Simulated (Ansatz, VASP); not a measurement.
## TiGe: VASP beside Ansatz

Wanted: the spread between two codes on one cell, functional and k mesh. The cell is invented: As first built, before any earlier steps moved the atoms (in the runner's words): it takes the ZrTi structure with some of its atoms replaced by other elements, volume scaled by an estimate. It may not be a known or stable phase. The cell is taken from a series of VASP runs on this material, whose earlier steps may have relaxed, scaled or displaced it; both programs get it as it stands. Valence electrons are named where the data sets of a main pair hold unlike numbers.

Main program and level: Ansatz 0.2.0; plane waves, with VASP 6.6.1 beside it; band structure at PBE, spin-orbit coupling.

## 1. Set-up

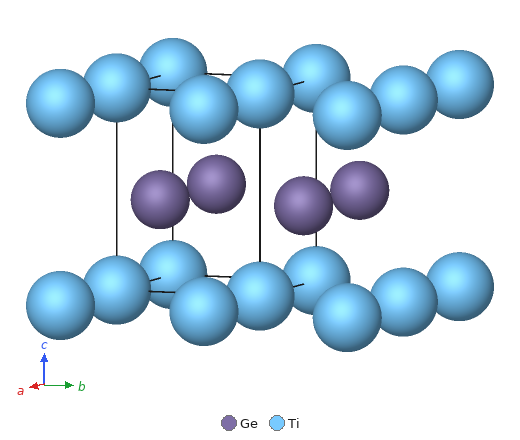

The starting structure, seen slightly off an axis (germanium purple, titanium blue). 2×2×1 cells are drawn. Some periodic images of atoms are drawn too.

Coordinates:

```
Ge Ti
1.0
     2.88703    0.00000    0.00000
     0.00000    2.88703    0.00000
     0.00000    0.00000    3.81363
Ge Ti
1 1
Direct
  0.50000 0.50000 0.50000
  0.00000 0.00000 0.00000
```

## 2. VASP: band structure, PBE, spin-orbit coupling

A single point gives forces, pressure and levels at one fixed geometry, so differences don't come from the geometry; what else differs is listed under the comparison.

Lines of VASP's logs that name or quote its potential files are left out, and so is its time.

INCAR reads:

```
SYSTEM = TiGe
PREC = Accurate
ENCUT = 410
EDIFF = 1E-06
NELM = 100
ISMEAR = 0
SIGMA = 0.02
LREAL = .FALSE.
ALGO = Normal
GGA = PE
LNONCOLLINEAR = .TRUE.
MAGMOM = 0 0 0 0 0 0
NBANDS = 38
GGA_COMPAT = .FALSE.
LASPH = .TRUE.
LSORBIT = .TRUE.
LMAXMIX = 4
LORBIT = 11
LWAVE = .FALSE.
LCHARG = .FALSE.
KPAR = 4
```

POSCAR reads:

```
TiGe
1.0
    2.8870288867      0.0000000000      0.0000000000
    0.0000000000      2.8870288867      0.0000000000
    0.0000000000      0.0000000000      3.8136304620
Ge Ti
1 1
Direct
    0.5000000000      0.5000000000      0.5000000000
    0.0000000000      0.0000000000      0.0000000000
```

KPOINTS reads:

```
Automatic mesh
0
Gamma
7 7 6
0 0 0
```

KPOINTS_OPT reads:

```
Line mode
16
Line-mode
Reciprocal
  0.00000000   0.00000000   0.00000000 GAMMA
  0.00000000   0.50000000   0.00000000 X

  0.00000000   0.50000000   0.00000000 X
  0.50000000   0.50000000   0.00000000 M

  0.50000000   0.50000000   0.00000000 M
  0.00000000   0.00000000   0.00000000 GAMMA

  0.00000000   0.00000000   0.00000000 GAMMA
  0.00000000   0.00000000   0.50000000 Z

  0.00000000   0.00000000   0.50000000 Z
  0.00000000   0.50000000   0.50000000 R

  0.00000000   0.50000000   0.50000000 R
  0.50000000   0.50000000   0.50000000 A

  0.50000000   0.50000000   0.50000000 A
  0.00000000   0.00000000   0.50000000 Z

  0.00000000   0.50000000   0.00000000 X
  0.00000000   0.50000000   0.50000000 R

  0.50000000   0.50000000   0.00000000 M
  0.50000000   0.50000000   0.50000000 A
```

PAW data sets: Ge_d and Ti_sv (PBE family, release 64).

Command:

```sh
$ mpirun -np 4 vasp_ncl
```

Numbers of over 12 decimals in the logs are rounded to 6 here.

The program printed:

```text
[banner, memory and clock lines left out]
running    4 mpi-ranks, on    1 nodes
 distrk:  each k-point on    1 cores,    4 groups
 distr:  one band on    1 cores,    1 groups

 POSCAR found type information on POSCAR GeTi
 POSCAR found :  2 types and       2 ions
 LDA part: xc-table for (Slater+PW92), standard interpolation
 POSCAR, INCAR and KPOINTS ok, starting setup
 FFT: planning ... GRIDC
 FFT: planning ... GRID_SOFT
 FFT: planning ... GRID
 WAVECAR not read
 entering main loop
       N       E                     dE             d eps       ncg     rms          rms(c)
DAV:   1     0.256426254846E+03    0.25643E+03   -0.10575E+04  3846   0.287E+03
DAV:   2     0.280021078348E+02   -0.22842E+03   -0.21944E+03  3040   0.673E+02
DAV:   3    -0.114253392721E+02   -0.39427E+02   -0.38564E+02  3886   0.183E+02
DAV:   4    -0.146007705508E+02   -0.31754E+01   -0.31174E+01  4264   0.506E+01
DAV:   5    -0.147248504978E+02   -0.12408E+00   -0.12404E+00  3946   0.904E+00    0.997E+00
DAV:   6    -0.133680192195E+02    0.13568E+01   -0.74259E+00  3692   0.253E+01    0.315E+00
DAV:   7    -0.132254716969E+02    0.14255E+00   -0.86177E-01  3572   0.113E+01    0.219E+00
DAV:   8    -0.132152266097E+02    0.10245E-01   -0.18816E-01  3764   0.471E+00    0.730E-01
DAV:   9    -0.132097974188E+02    0.54292E-02   -0.44774E-02  3480   0.283E+00    0.303E-01
DAV:  10    -0.132101125802E+02   -0.31516E-03   -0.22217E-03  3968   0.563E-01    0.930E-02
DAV:  11    -0.132100826132E+02    0.29967E-04   -0.43997E-04  4108   0.217E-01    0.346E-02
DAV:  12    -0.132100724818E+02    0.10131E-04   -0.45645E-05  4206   0.106E-01    0.133E-02
DAV:  13    -0.132100731720E+02   -0.69022E-06   -0.39332E-06  3266   0.203E-02
   1 F= -.13210073E+02 E0= -.13209981E+02  d E =-.183440E-03  mag=     0.0000    -0.0000     0.0000
 Start KPOINTS_OPT (optional k-point list driver)
k-point batch [1-40\144]
       N       E                     dE             ncg
DAV:   1    -0.343497527685E+04   -0.30354E+05     3906
DAV:   2    -0.124198630699E+05   -0.89849E+04     3040
DAV:   3    -0.139393002011E+05   -0.15194E+04     4022
DAV:   4    -0.140535651205E+05   -0.11426E+03     4210
DAV:   5    -0.140581693059E+05   -0.46042E+01     3922
DAV:   6    -0.140582487052E+05   -0.79399E-01     3960
DAV:   7    -0.140582513847E+05   -0.26795E-02     4090
DAV:   8    -0.140582514398E+05   -0.55132E-04     3640
DAV:   9    -0.140582514422E+05   -0.24004E-05     2472
DAV:  10    -0.140582514424E+05   -0.14132E-06     1938
[...]
k-point batch [121-144\144]
       N       E                     dE             ncg
DAV:   1     0.863516985430E+04   -0.27199E+05     2338
DAV:   2     0.329624541833E+04   -0.53389E+04     1824
DAV:   3     0.237194156889E+04   -0.92430E+03     2412
DAV:   4     0.231075704693E+04   -0.61185E+02     2514
DAV:   5     0.230799919042E+04   -0.27579E+01     2406
DAV:   6     0.230795653490E+04   -0.42656E-01     2300
DAV:   7     0.230795507556E+04   -0.14593E-02     2470
DAV:   8     0.230795504759E+04   -0.27975E-04     2182
DAV:   9     0.230795504649E+04   -0.10995E-05     1520
DAV:  10     0.230795504642E+04   -0.63641E-07     1226
```

Parts of OUTCAR (step 2):

```text
ion  position               nearest neighbor table
   1  0.500  0.500  0.500-   2 2.79   2 2.79   2 2.79   2 2.79   2 2.79   2 2.79   2 2.79   2 2.79

  LATTYP: Found a simple tetragonal cell.
 ALAT       =     2.8870288867
 C/A-ratio  =     1.3209533440

 Subroutine GETGRP returns: Found 16 space group operations
 (whereof 16 operations were pure point group operations)

The static configuration has the point symmetry D_4h.

 Found     40 irreducible k-points:

   k-points           NKPTS =     40   k-points in BZ     NKDIM =     40   number of bands    NBANDS=     38

   dimension x,y,z NGX =    20 NGY =   20 NGZ =   28
   dimension x,y,z NGXF=    40 NGYF=   40 NGZF=   56

   ENCUT  =  410.0 eV  30.13 Ry    5.49 a.u.   4.77  4.77  6.30*2*pi/ulx,y,z

   NELECT =      26.0000    total number of electrons

 k-points in reciprocal lattice and weights: Automatic mesh
   0.00000000  0.00000000  0.00000000       0.003
   0.14285714  0.00000000  0.00000000       0.014
   0.28571429  0.00000000  0.00000000       0.014
   0.42857143  0.00000000  0.00000000       0.014
   0.14285714  0.14285714  0.00000000       0.014
   0.28571429  0.14285714  0.00000000       0.027
   0.42857143  0.14285714  0.00000000       0.027
   0.28571429  0.28571429  0.00000000       0.014
   0.42857143  0.28571429  0.00000000       0.027
[...]
0.42857143  0.28571429  0.50000000       0.027
   0.42857143  0.42857143  0.50000000       0.014

 average (electrostatic) potential at core
       1 -69.9781       2 -71.7831

 E-fermi :   9.1388

 k-point     1 :       0.0000    0.0000    0.0000
  band No.  band energies     occupation
    ...
     22       7.1528      1.00000
     23       7.7247      1.00000
     24       7.7247      1.00000
     25       7.9466      1.00000
     26       7.9466      1.00000
     27      10.9058      0.00000
     28      10.9058      0.00000
     29      10.9270      0.00000
     30      10.9270      0.00000
     31      11.8786      0.00000
    ...

 k-point     2 :       0.1429    0.0000    0.0000
  band No.  band energies     occupation
    ...
     22       7.3805      1.00000
     23       7.4744      1.00000
     24       7.4744      1.00000
     25       7.8689      1.00000
     26       7.8689      1.00000
     27      10.9631      0.00000
     28      10.9631      0.00000
     29      11.3605      0.00000
     30      11.3605      0.00000
     31      11.3689      0.00000
    ...

 k-point     3 :       0.2857    0.0000    0.0000
  band No.  band energies     occupation
    ...
     22       6.0677      1.00000
     23       6.9877      1.00000
     24       6.9877      1.00000
     25       8.0216      1.00000
     26       8.0216      1.00000
     27      10.6075      0.00000
     28      10.6075      0.00000
     29      11.0715      0.00000
     30      11.0715      0.00000
     31      11.1810      0.00000
    ...

  Total       -0.0070320     -0.0070320     -0.0290847      0.0000000      0.0000000     -0.0000000
  in kB       -0.3544456     -0.3544456     -1.4660015      0.0000000      0.0000000     -0.0000000
  external PRESSURE =      -0.7249642 kB  Pullay stress =       0.0000000 kB

  energy-cutoff  :      410.00
  volume of cell :       31.79
      direct lattice vectors                 reciprocal lattice vectors
     2.887028887  0.000000000  0.000000000     0.346376860  0.000000000  0.000000000
     0.000000000  2.887028887  0.000000000     0.000000000  0.346376860  0.000000000
     0.000000000  0.000000000  3.813630462     0.000000000  0.000000000  0.262217331

 POSITION                                       TOTAL-FORCE (eV/Angst)
 -----------------------------------------------------------------------------------
      1.44351      1.44351      1.90682         0.000000      0.000000      0.000000
      0.00000      0.00000      0.00000         0.000000      0.000000      0.000000
 -----------------------------------------------------------------------------------
    total drift:                               -0.000000      0.000000      0.000000

  FREE ENERGIE OF THE ION-ELECTRON SYSTEM (eV)
  ---------------------------------------------------
  free  energy   TOTEN  =       -13.2100731720 eV

  energy  without entropy=      -13.2098897324  energy(sigma->0) =      -13.20998145

 Spin-Orbit-Coupling matrix elements
 Ion:    1  E_soc:     -0.0188007
 Ion:    2  E_soc:     -0.0120820

 total charge
# of ion       s       p       d       tot
------------------------------------------
    1        1.146   1.233  10.043  12.422
    2        2.180   6.101   2.001  10.283
--------------------------------------------------
tot          3.326   7.335  12.044  22.705

 magnetization (x)
# of ion       s       p       d       tot
------------------------------------------
    1        0.000   0.000   0.000   0.000
    2       -0.000  -0.000   0.000   0.000
--------------------------------------------------
tot         -0.000   0.000   0.000   0.000

 magnetization (y)
# of ion       s       p       d       tot
------------------------------------------
    1       -0.000   0.000  -0.000  -0.000
    2        0.000  -0.000   0.000   0.000
--------------------------------------------------
tot          0.000  -0.000   0.000   0.000

 magnetization (z)
# of ion       s       p       d       tot
------------------------------------------
    1        0.000   0.000   0.000   0.000
    2       -0.000   0.000  -0.000  -0.000
--------------------------------------------------
tot         -0.000   0.000   0.000  -0.000

[... 3 further parts left out ...]
```

The run ends at a pressure of -0.07 GPa.

## 3. Ansatz: band structure, PBE, spin-orbit coupling

Ansatz runs on its fully relativistic PAW (standard-fr) files.

The same cell, functional, mesh and smearing now go to Ansatz, which takes its cutoff from its data sets.

input.yaml reads:

```yaml
crystal:
  lattice:
    - [2.8870288867, 0.0, 0.0]
    - [0.0, 2.8870288867, 0.0]
    - [0.0, 0.0, 3.813630462]
  atoms:
    - { symbol: Ge, position: [0.5, 0.5, 0.5] }
    - { symbol: Ti, position: [0.0, 0.0, 0.0] }
hamiltonian:
  xc: pbe
  pseudopotentials: { kind: paw_fr }
magnetization:
  noncollinear: true
  spin_orbit: true
kpoints:
  mp_grid: { grid: [7, 7, 6] }
  band_path:
    path:
      - [0.0, 0.0, 0.0]
      - [0.0, 0.13333, 0.0]
      - [0.0, 0.3, 0.0]
      - [0.0, 0.46667, 0.0]
      - [0.1, 0.5, 0.0]
      - [0.26667, 0.5, 0.0]
      - [0.43333, 0.5, 0.0]
      - [0.43333, 0.43333, 0.0]
      - [0.26667, 0.26667, 0.0]
      - [0.1, 0.1, 0.0]
      - [0.0, 0.0, 0.03333]
      - [0.0, 0.0, 0.2]
      - [0.0, 0.0, 0.36667]
      - [0.0, 0.0, 0.5]
      - [0.0, 0.16667, 0.5]
      - [0.0, 0.3, 0.5]
      - [0.0, 0.46667, 0.5]
      - [0.1, 0.5, 0.5]
      - [0.26667, 0.5, 0.5]
      - [0.43333, 0.5, 0.5]
      - [0.43333, 0.43333, 0.5]
      - [0.26667, 0.26667, 0.5]
      - [0.1, 0.1, 0.5]
      - [0.0, 0.5, 0.03333]
      - [0.0, 0.5, 0.2]
      - [0.0, 0.5, 0.36667]
      - [0.5, 0.5, 0.0]
      - [0.5, 0.5, 0.16667]
      - [0.5, 0.5, 0.33333]
      - [0.5, 0.5, 0.5]
    npoints: 1
scf:
  occupations: { method: gaussian, width: 0.02 }
  n_extra_bands: 14
output:
  forces: true
  stress: true
  eigenvalues: true
```

Command:

```sh
$ ansatz run input.yaml --threads 2 --pin off --max-ram 4608MiB --backend cpu --events-out ev --progress --plain --runs-dir out
```

The program printed:

```text
scf.n_extra_bands = 14 over 26 filled bands (N_el = 26.0): the run solves 40 bands
Engine: ansatz 0.2.0, aarch64-unknown-linux-gnu
Pseudopotentials: kind: paw_fr
Pseudopotential: Ge, paw_fr, valence charge 14, recommended cutoff 420 eV (normal), Ge.paw.azcp#standard-fr
Pseudopotential: Ti, paw_fr, valence charge 12, recommended cutoff 420 eV (normal), Ti.paw.azcp#standard-fr
Functional definition: PBE
  parameter kappa = 0.804
  parameter beta = 0.066725
  exchange = pbe_x(kappa = kappa, mu = beta*pi^2/3)
  correlation = pbe_c(beta = beta)
non-collinear run that drives no moment, with spin-orbit: no starting moment large enough to seed its density (crystal.atoms[].spin), no starting occupations that ask for one, no magnetisation constraint and no magnetic field, so the semilocal B_xc is pinned to zero
Crystal: 2 atoms, lattice volume = 31.786 Å³
Basis set: ecut = 420 eV, 625 PW (Γ), exchange–correlation on 40×40×54 points (8 copies of the dense FFT grid, shifted against one another)
Bands: 40, of which v1, the nominal top of the filled ones, is band 26 counted from 1 (25 counted from 0)
Symmetry: 16 space group operations + 16 with time reversal
Magnetic group: BNS 123.340 (UNI 1000), of the structure as read, at distance tolerance 3.2e-5 Å
k-points: 40 of 294
Projection manifold: j_resolved (fully-relativistic pseudo-atomic orbitals)
Non-local potential: Ge, projectors of the file, l = 0: 2, l = 1: 4, l = 2: 6, l = 3: 2
Non-local potential: Ti, projectors of the file, l = 0: 3, l = 1: 4, l = 2: 6, l = 3: 2
PAW form: soft (Blöchl's): semilocal exchange-correlation on the pseudo side does not see the compensation charge
PAW one-centre angular grid: Ge, 590 points (default); XC on 64 Gauss nodes
PAW one-centre angular grid: Ti, 590 points (default); XC on 96 Gauss nodes
Initial density: superposition of atomic densities (chi_scale 0.1, normalization cell, long waves kept (reshape's long-wave potential 0.00 eV rms))
Initial wavefunctions: pseudopotential atomic-orbital guess
Functional: x = pbe(κ = 0.804, μ = 0.219515), c = pbe(β = 0.066725)
SCF iter   1: F=—  HF=-6796.186152 eV  |F-HF|=—  |Δ(HF+E_count)|=         —  Δρ=5.84e-2  dr2=2.11e0  dr2_m=0.00e0 (ungated)  ethr=3.10e-3  |M|=0.00e0 ∫|m|=0.00e0 μB  |m|>n=0.0e0 m-floor=0.0e0 τ_xc=0.0e0  β_m=0.30  ⟨swp⟩=6.2  Hψ=3612  notcnv=0  defer=34
preconditioner: auto → none  [insulator: Δε(μ)=0.035 eV  Ē_g=18.035 eV  σ=0.020 eV  W_gap=0.55  n_scr=6 (ndim 8)  ℏωp=27.9 eV  f_vac=0.000  D(μ)=3.14/eV (n_scr^D=36)  ε∞_Penn≈3.4]
SCF iter   2: F=—  HF=-6795.774641 eV  |F-HF|=—  |Δ(HF+E_count)|=   4.12e-1  Δρ=3.88e-2  dr2=4.55e-1  dr2_m=0.00e0 (ungated)  ethr=3.10e-3  |M|=0.00e0 ∫|m|=0.00e0 μB  |m|>n=0.0e0 m-floor=0.0e0 τ_xc=0.0e0  β_m=0.28  ⟨swp⟩=3.0  Hψ=1499  notcnv=0  defer=270
SCF iter   3: F=—  HF=-6795.683282 eV  |F-HF|=—  |Δ(HF+E_count)|=   9.14e-2  Δρ=1.97e-2  dr2=7.56e-2  dr2_m=0.00e0 (ungated)  ethr=1.75e-3  |M|=0.00e0 ∫|m|=0.00e0 μB  |m|>n=0.0e0 m-floor=0.0e0 τ_xc=0.0e0  β_m=0.42  ⟨swp⟩=2.0  Hψ=986  notcnv=0  defer=270
SCF iter   4: F=—  HF=-6795.670801 eV  |F-HF|=—  |Δ(HF+E_count)|=   1.25e-2  Δρ=6.47e-3  dr2=5.83e-3  dr2_m=0.00e0 (ungated)  ethr=2.91e-4  |M|=0.00e0 ∫|m|=0.00e0 μB  |m|>n=0.0e0 m-floor=0.0e0 τ_xc=0.0e0  β_m=0.57  ⟨swp⟩=3.0  Hψ=1411  notcnv=0  defer=268
SCF iter   5: F=—  HF=-6795.672207 eV  |F-HF|=—  |Δ(HF+E_count)|=   1.41e-3  Δρ=1.85e-3  dr2=1.40e-3  dr2_m=0.00e0 (ungated)  ethr=2.24e-5  |M|=0.00e0 ∫|m|=0.00e0 μB  |m|>n=0.0e0 m-floor=0.0e0 τ_xc=0.0e0  β_m=0.65  ⟨swp⟩=3.0  Hψ=1363  notcnv=0  defer=268
SCF iter   6: F=—  HF=-6795.672024 eV  |F-HF|=—  |Δ(HF+E_count)|=   1.83e-4  Δρ=2.42e-4  dr2=1.56e-5  dr2_m=0.00e0 (ungated)  ethr=5.39e-6  |M|=0.00e0 ∫|m|=0.00e0 μB  |m|>n=0.0e0 m-floor=0.0e0 τ_xc=0.0e0  β_m=0.68  ⟨swp⟩=2.0  Hψ=930  notcnv=0  defer=268
SCF iter   7: F=—  HF=-6795.672023 eV  |F-HF|=—  |Δ(HF+E_count)|=   1.20e-6  Δρ=1.44e-4  dr2=8.29e-6  dr2_m=0.00e0 (ungated)  ethr=6.00e-8  |M|=0.00e0 ∫|m|=0.00e0 μB  |m|>n=0.0e0 m-floor=0.0e0 τ_xc=0.0e0  β_m=0.67  ⟨swp⟩=2.6  Hψ=1136  notcnv=0  defer=268
SCF iter   8: F=-6795.672021 eV  HF=-6795.672021 eV  |F-HF|=7.96e-8  |Δ(HF+E_count)|=   1.69e-6  Δρ=1.67e-5  dr2=8.43e-8  dr2_m=0.00e0 (ungated)  ethr=3.85e-10  |M|=0.00e0 ∫|m|=0.00e0 μB  |m|>n=0.0e0 m-floor=0.0e0 τ_xc=0.0e0  ⟨swp⟩=8.1  Hψ=3991  notcnv=0
SCF 1 converged in 8 iterations: F = -6795.672021 eV  dr2 = 8.43e-8
  greatest PAW one-centre occupation: 0.999 electrons in one spin orbital (limit 2), on the Ti atom at site 1 (counted from 0), in its partial waves of l = 0
NSCF: frozen V_eff on 30 k-points
SCF converged after 8 iterations
Magnetization: |M| = 0.0000 μB,  M = (+0.0000, +0.0000, +0.0000) μB
Absolute magnetization: 0.0000 μB (∫|m|)
  site 0: m = (+0.0000, +0.0000, +0.0000) μB, |m| = 0.0000 μB  (R = 1.15 Å)
  site 1: m = (+0.0000, +0.0000, +0.0000) μB, |m| = 0.0000 μB  (R = 1.15 Å)
Free energy (F): -6795.672021 eV
Harris-Foulkes:  -6795.672021 eV  (|F-HF|=7.96e-8)
Internal energy: -6795.671839 eV  (E = F + TS)
E sigma→0 (E₀):  -6795.671930 eV
Entropy (-TS):   -0.000182 eV (-0.091 meV/atom)
Fermi energy:    14.420117 eV
--- Per-component energies (eV) ---
  E_band       = -214.643582
  E_kinetic    = 386.450082
  E_local      = -2770.065193  (includes V_loc(G=0)·N_el)
  E_nonlocal   = 427.385720
  E_hartree    = 1207.247171
  E_xc         = -174.600099
  E_vxc        = -188.701234  (∫ρ·V_xc dr)
  E_paw        = -3068.072343  (= ΣΔE_a)
  E_vpaw       = -484.202154  (= ΣTr[D̂ρ^β])
  E_aug_tail   = 0.000397  (compensation charges beyond the density's cutoff)
  E_ewald      = -2804.017574
  E_smearing   = -0.000182  (= −TS)
  E_closure    = 0.000000  (closes the sum)
  Σ components = -6795.672021   (vs F -6795.672021, Δ=0.00e0)
--- Forces (eV/Å), atoms counted from 1 ---
  atom   1  Ge     0.00000000     0.00000000     0.00000000
  atom   2  Ti    -0.00000000     0.00000000     0.00000000
  max |Σ_I F_I| component: 4.74e-29 eV/Å
--- Stress (GPa, compression-positive) ---
        0.650760       0.000000       0.000000
        0.000000       0.650760       0.000000
        0.000000       0.000000       0.480727
  P = ⅓ Tr σ = 0.5941 GPa (5.941 kbar)
--- Band table (eV; the first three rows and the last of 40) ---
  k-point 0: bands = [... 22 lower, 13.0046, 13.0046, 13.2250, 13.2250, 16.1918, 16.1918, 16.2133, 16.2133, ... 10 higher]
  k-point 1: bands = [... 22 lower, 13.2692, 13.2692, 14.1107, 14.1107, 15.8232, 15.8232, 15.8622, 15.8622, ... 10 higher]
  k-point 2: bands = [... 22 lower, 13.3611, 13.3611, 14.8542, 14.8542, 15.3107, 15.3107, 15.3614, 15.3614, ... 10 higher]
  k-point 39: bands = [... 22 lower, 10.7941, 10.7941, 11.8281, 11.8281, 16.3461, 16.3461, 16.8766, 16.8766, ... 10 higher]
```

Wall time 6.5 s (2 threads of Arm Neoverse V2, shared host); peak memory 0.48 GiB; 12 s of CPU time.

## 4. Side by side

Known differences besides the potentials themselves: spin-orbit coupling enters by fully relativistic files in Ansatz and inside the spheres in VASP; the cutoff is 420 eV in Ansatz and 410 eV in VASP. Total energies have different zeros and are not compared.

The two programs side by side:

```tsv
quantity	Ansatz	VASP	difference
pressure (GPa)	0.59	-0.07	+0.67
```

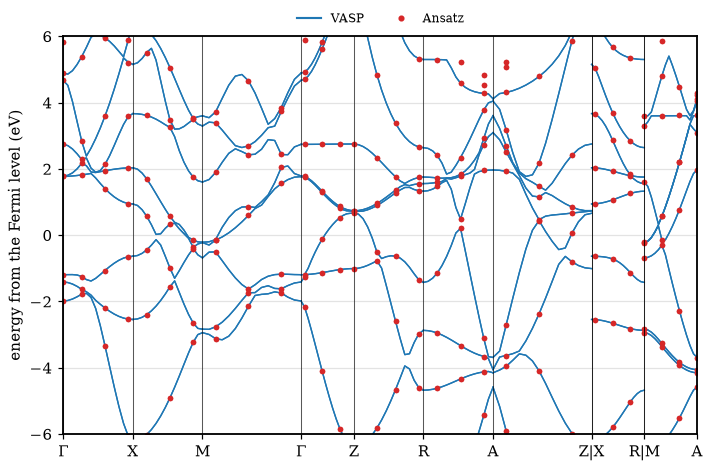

Bands from VASP (lines) and levels from Ansatz (dots). Dots without a line are higher empty bands that the VASP plot leaves out.

Levels from 3 eV below to 2 eV above the Fermi level differ by 3 meV r.m.s. and 7 meV at most; each VASP level is matched to the nearest of Ansatz, which flatters the figure a little.

## 5. Results

```json
{
 "r.m.s. difference of levels near the Fermi level (band structure, PBE, spin-orbit coupling)": "3.2 meV",
 "difference in pressure (band structure, PBE, spin-orbit coupling)": "0.67 GPa"
}
```

In words: The difference in pressure is 0.67 GPa (band structure, PBE, spin-orbit coupling), within the 1 GPa picked in this series as the mark of a large difference. How closely two codes agree says nothing of how well the functional describes the real material.

[Lines on the potential files, build, host, timing and source positions are cut from VASP's logs without a mark.]

[Logs are printed without paths, hosts, clocks, repeated set-up lines and the standing remarks that a program may print on its own settings, such as how far it seeks lower states.]

[Hosts, paths, dates, database ids (printed as entryN), source tags and the programs' standing remarks are cut or masked in the printed files.]
